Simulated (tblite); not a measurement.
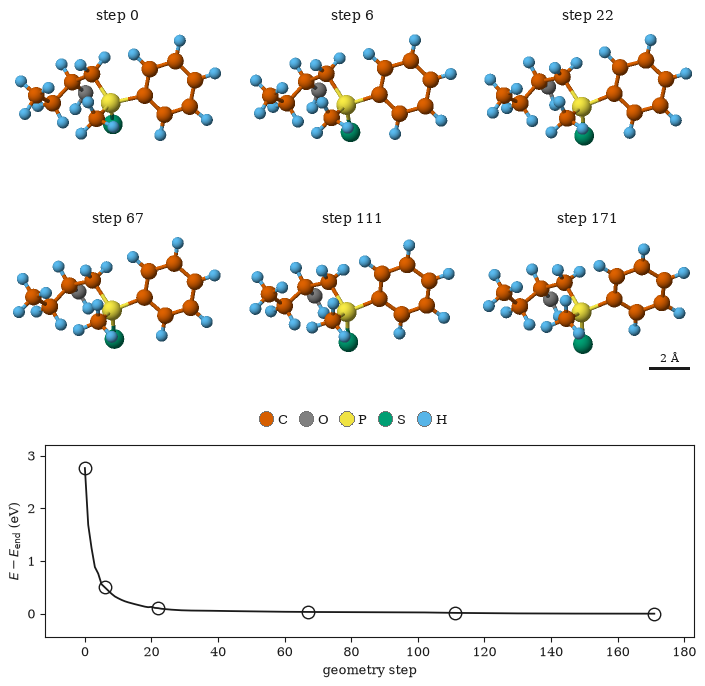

Frames of a relaxation of C₁₁H₁₇OPS, marked on the history of the run. A ball-and-stick model, seen at a tilt.

Level of theory: GFN2-xTB geometry optimisation, gas phase (tblite). 

### Describe the path.

The atom that moves furthest after the best rigid fit is an H atom (0.97 Å). By element the largest moves are H 0.97 Å, S 0.87 Å, C 0.57 Å, O 0.39 Å, P 0.32 Å. Among the contacts that change: O–S 2.434 → 3.278 Å, P–S 1.735 → 1.947 Å, C–P 1.778 → 1.858 Å, C–H 1.143 → 1.087 Å. Among the angles between lasting bonds that change: C–P–C 113.1° → 102.2°, S–P–C 104.6° → 113.8°, C–C–P 107.7° → 115.2°. Groups turn about C–O by about 75°, C–P by about 40°, C–P by about 25°. The energy falls by 2.766 eV in 171 geometry steps. From step 0 to 6: the S atom moves most (0.43 Å), energy −2.266 eV. From step 6 to 22: an H atom moves most (0.43 Å), energy −0.394 eV. From step 22 to 67: an H atom moves most (0.42 Å), energy −0.073 eV. From step 67 to 111: H atoms move most (0.47 Å), energy −0.017 eV. From step 111 to 171: H atoms move most (0.47 Å), energy −0.015 eV.

```tsv
step	E − E(0), eV
0	0.0000
1	-1.0793
2	-1.5203
3	-1.8804
4	-2.0045
5	-2.2062
6	-2.2663
7	-2.3261
8	-2.3874
9	-2.4383
10	-2.4730
18	-2.6321
27	-2.6937
35	-2.7088
44	-2.7166
52	-2.7232
61	-2.7302
69	-2.7337
78	-2.7354
86	-2.7366
95	-2.7386
103	-2.7434
112	-2.7512
120	-2.7556
129	-2.7602
137	-2.7623
146	-2.7638
154	-2.7647
163	-2.7653
171	-2.7656
```
